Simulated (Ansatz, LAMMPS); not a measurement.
**Mg2+ triflate in trimethyl phosphate and diglyme, relaxed from a frame at 300 K (131 atoms), step 2 of a relaxation**

The starting structure: 4 trimethyl phosphate, 2 diglyme, 1 Mg2+, 2 triflate placed at random, at 1.26 g/cm³; overlaps pushed apart, then 10 ps at 550 K with divalent ions of Li, Roberts, Chakravorty and Merz (J. Chem. Theory Comput. 9, 2733 (2013)); MMFF94 bonds, angles, torsions, charges and radii (Halgren, J. Comput. Chem. 17, 490 (1996)) in harmonic and 12-6 forms; charges of ions scaled by 0.8. Snapshot after 30 ps at 300 K and fixed volume.

This is step 2 of a relaxation. Method: Kohn-Sham DFT, LDA, PAW (set soft_2), plane waves (Ansatz 0.2.0); cutoff 420 eV, Γ point, fixed occupations; density 1.26 g/cm³.

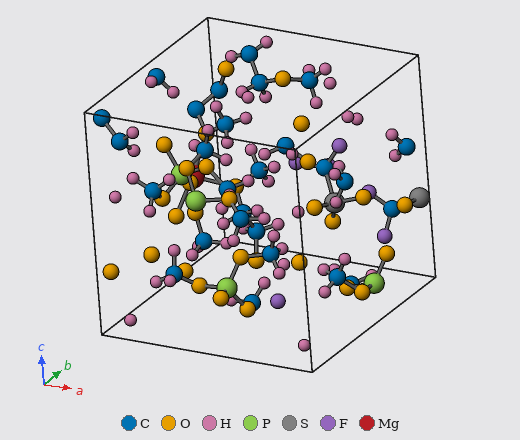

The structure (carbon blue, oxygen orange, hydrogen pink, phosphorus green, sulfur grey, fluorine purple, magnesium red). Bonds to atoms that aren't drawn are left out. Some periodic images of atoms are drawn too.

Extended XYZ; positions in Å, forces in eV/Å:

```xyz
131
Lattice="11.481 0.000 0.000 0.000 11.481 0.000 0.000 0.000 11.481" Properties=species:S:1:pos:R:3:forces:R:3 pbc="T T T"
C 2.997 10.200 4.647 -0.716 -0.743 -0.634
O 2.398 8.961 4.227 -0.590 0.687 0.961
C 3.135 8.260 3.295 0.659 -0.242 -1.165
C 3.284 9.076 2.023 -0.405 -1.014 -0.218
O 3.666 8.263 0.928 -0.038 1.209 -0.093
C 3.642 9.095 11.233 -0.045 -1.085 0.175
C 4.506 8.435 10.182 0.424 -0.340 1.238
O 5.858 8.355 10.643 -0.438 0.305 -0.428
C 6.625 9.458 10.224 -0.037 -0.301 -0.230
H 2.362 10.637 5.417 -0.283 0.005 0.232
H 3.023 10.890 3.793 0.154 0.154 -0.043
H 3.971 9.982 5.069 0.676 0.048 0.204
H 4.121 7.971 3.703 0.136 0.017 0.091
H 2.591 7.337 3.046 -0.129 -0.092 0.068
H 2.291 9.529 1.825 -0.093 0.137 0.005
H 4.006 9.877 2.169 0.417 0.474 -0.052
H 4.008 10.105 11.478 0.164 0.159 0.039
H 2.584 9.181 10.889 0.164 0.111 -0.088
H 4.152 7.386 10.094 0.051 0.152 -0.214
H 4.452 8.950 9.217 -0.090 0.144 -0.337
H 6.053 10.398 10.241 -0.160 0.197 0.150
H 6.987 9.328 9.178 -0.008 -0.038 0.145
H 7.484 9.564 10.904 0.029 -0.041 0.003
C 2.171 8.853 7.456 -0.840 -0.056 -0.483
O 0.960 9.024 6.707 -0.207 0.740 0.847
C 11.473 9.839 7.442 0.939 -0.388 -0.441
C 0.538 11.127 7.985 -0.001 -0.130 0.398
O 1.134 10.933 9.259 0.031 1.113 0.171
C 1.379 0.716 9.917 -0.680 -0.704 -0.185
C 0.172 1.223 10.708 0.728 0.431 -1.416
O 10.849 2.065 9.887 0.343 -0.378 0.176
C 9.581 2.219 10.442 -0.417 0.451 -0.198
H 2.709 8.047 6.955 0.402 -0.030 -0.237
H 2.734 9.801 7.469 0.246 -0.159 0.139
H 1.955 8.508 8.481 -0.127 0.162 0.130
H 11.104 9.220 8.269 -0.168 -0.078 0.205
H 10.656 10.072 6.751 0.018 -0.158 -0.209
H 11.171 0.357 8.076 0.068 0.012 -0.084
H 1.283 0.100 7.293 -0.127 -0.014 -0.098
H 2.243 0.554 10.584 -0.063 0.006 -0.019
H 1.643 1.488 9.161 0.136 -0.083 0.098
H 11.081 0.367 11.049 -0.390 -0.536 0.342
H 0.517 1.813 0.082 0.116 0.119 0.534
H 9.078 3.080 9.957 0.138 -0.215 -0.047
H 9.613 2.451 0.042 0.091 -0.116 0.093
H 8.954 1.320 10.278 -0.006 -0.038 0.123
C 10.592 4.266 2.950 -0.100 0.581 -0.592
O 11.455 4.972 2.019 -0.544 0.050 -0.033
P 11.196 6.500 1.777 -0.381 0.757 0.935
O 11.480 7.354 2.993 0.002 -0.802 -2.149
O 0.583 6.837 0.481 -0.339 -0.271 0.960
C 0.382 5.963 10.843 0.723 -0.108 -0.310
O 9.674 6.534 1.278 0.990 0.097 0.443
C 9.111 7.774 0.822 -0.545 -0.609 0.161
H 10.487 3.237 2.601 0.185 -0.246 -0.052
H 11.052 4.314 3.932 0.114 -0.096 0.460
H 9.585 4.729 2.964 0.201 0.010 0.090
H 0.727 4.930 11.096 -0.254 0.425 -0.083
H 10.804 5.953 10.541 -0.026 -0.039 0.025
H 1.008 6.340 9.996 -0.349 -0.078 0.470
H 8.147 7.933 1.349 0.318 -0.056 -0.020
H 9.776 8.612 1.039 0.139 0.252 -0.076
H 8.893 7.651 11.226 0.155 0.224 0.076
C 4.198 5.376 5.940 0.411 0.270 0.481
O 3.129 5.373 6.914 -0.190 0.147 -0.779
P 1.694 5.394 6.258 -1.208 0.034 1.109
O 1.438 6.525 5.315 0.775 -1.886 0.533
O 1.476 3.920 5.622 -0.006 1.762 0.427
C 1.685 2.814 6.513 -0.607 -0.124 -0.390
O 0.819 5.488 7.614 1.322 -0.241 -1.220
C 11.023 4.890 7.694 -0.799 0.295 -0.094
H 4.833 4.499 6.125 0.022 -0.065 0.101
H 3.842 5.319 4.908 -0.221 0.010 -0.261
H 4.792 6.303 6.069 -0.121 -0.219 0.015
H 1.949 1.967 5.874 -0.208 -0.240 -0.091
H 2.528 2.985 7.165 0.596 0.275 0.489
H 0.769 2.606 7.106 0.172 0.005 -0.270
H 10.677 4.529 6.715 -0.071 -0.041 -0.078
H 11.018 4.067 8.418 0.223 -0.221 0.187
H 10.283 5.651 8.018 0.267 -0.062 -0.136
C 5.046 5.410 0.197 -0.365 0.576 0.130
O 5.571 4.144 0.501 -0.282 -1.525 1.308
P 5.007 3.379 1.819 -0.296 -0.439 -0.748
O 5.505 1.986 1.975 -0.445 1.649 -0.263
O 5.285 4.358 3.048 -0.193 -0.089 -0.524
C 6.592 4.935 3.192 -0.386 0.106 0.337
O 3.407 3.520 1.618 1.679 0.168 -0.088
C 2.546 2.734 2.396 -0.708 -0.251 0.531
H 5.347 6.141 0.958 -0.060 0.245 0.134
H 5.483 5.761 10.731 -0.080 -0.148 -0.064
H 3.936 5.376 0.170 0.260 0.107 -0.163
H 6.549 6.022 2.986 0.015 -0.180 -0.015
H 6.930 4.787 4.228 0.063 0.021 0.014
H 7.285 4.446 2.511 0.417 -0.077 -0.258
H 2.349 3.216 3.380 0.040 -0.112 -0.177
H 1.572 2.653 1.871 0.240 0.023 0.075
H 2.936 1.713 2.557 0.023 0.066 -0.070
C 7.867 0.519 7.095 0.198 -0.398 -0.105
O 6.815 1.318 7.603 -1.086 -0.281 0.104
P 5.303 0.764 7.490 0.016 0.078 -0.060
O 5.150 10.809 7.157 0.151 0.962 0.747
O 4.610 1.290 8.834 0.581 -0.563 -1.262
C 4.843 2.641 9.237 0.064 0.067 -0.133
O 4.636 1.696 6.375 -0.113 0.056 1.155
C 5.078 1.533 5.048 -0.068 0.477 -0.042
H 7.619 0.129 6.099 0.021 -0.024 -0.118
H 8.777 1.133 7.004 -0.092 0.025 0.125
H 8.040 11.125 7.749 0.086 0.128 -0.002
H 5.678 3.099 8.674 -0.125 -0.111 0.083
H 3.926 3.230 9.070 -0.001 -0.005 0.021
H 5.102 2.631 10.302 -0.015 0.081 0.128
H 6.099 1.915 4.949 0.221 0.104 -0.218
H 5.046 0.485 4.776 0.024 -0.599 -0.316
H 4.398 2.110 4.407 0.095 -0.012 -0.064
O 10.391 7.424 5.693 -0.465 0.088 -0.207
S 9.014 7.036 5.335 0.406 0.874 -0.176
O 8.518 7.545 4.080 0.123 -0.141 0.034
O 8.753 5.662 5.631 -0.258 -0.797 0.128
C 8.020 7.985 6.578 -0.680 -0.167 1.312
F 8.744 8.289 7.697 -0.525 -0.349 -0.853
F 6.957 7.223 6.993 0.900 0.685 -0.387
F 7.538 9.118 6.099 0.206 -0.312 0.001
O 11.098 9.883 4.354 -0.060 0.953 -0.313
S 11.021 11.340 4.096 0.476 -0.163 0.172
O 10.839 0.644 5.296 -0.269 -0.151 0.029
O 0.542 0.388 3.192 -0.330 -0.384 -0.090
C 9.396 11.434 3.206 -0.353 0.015 -0.045
F 9.141 1.194 2.771 0.154 -0.286 0.341
F 8.422 11.062 4.051 0.417 0.178 -0.568
F 9.374 10.638 2.133 0.047 0.081 0.395
Mg 0.543 8.192 4.781 -0.382 0.104 0.045
```

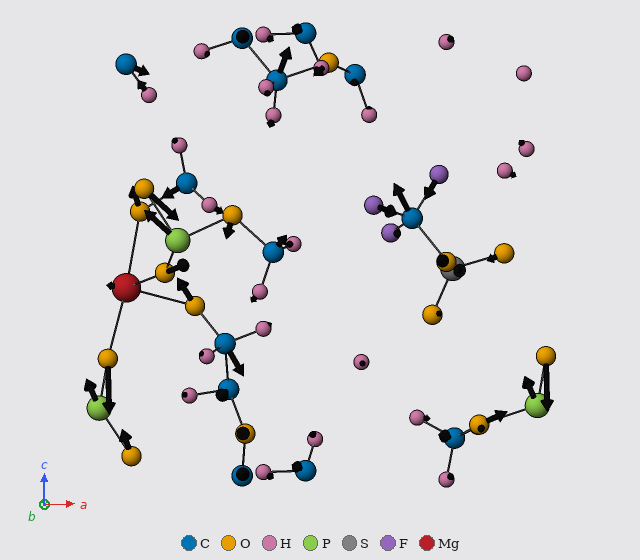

The forces as arrows, the longest 2.29 eV/Å. Drawn is a slice 4 Å thick, seen along the normal of the ac plane. Bonds to atoms that aren't drawn are left out.

The network of contacts between molecules at the start is that of the classical potential that made the cell. The functional has no dispersion term, which matters for the binding between molecules or layers, where LDA binds through overlap of densities alone. The density was typed from a rule of thumb and may lie off the real one at this temperature. Only the Γ point is sampled, in a cell whose shortest periodic width is 11 Å.

The r.m.s. force component is 0.464 eV/Å; the longest force, 2.29 eV/Å, acts on O50. The energy lies 30.8 meV/atom below that of the first step of this run.

[Logs are printed without paths, hosts, clocks, repeated set-up lines and the standing remarks that a program may print on its own settings, such as how far it seeks lower states.]

[Hosts, paths, dates, database ids (printed as entryN), source tags and the programs' standing remarks are cut or masked in the printed files.]

[The MMFF94 radii named for the starting cell were scaled by 0.96; in molecules described by MMFF94, hydrogen bound to N, O or S took a small fixed 12-6 site in their place.]
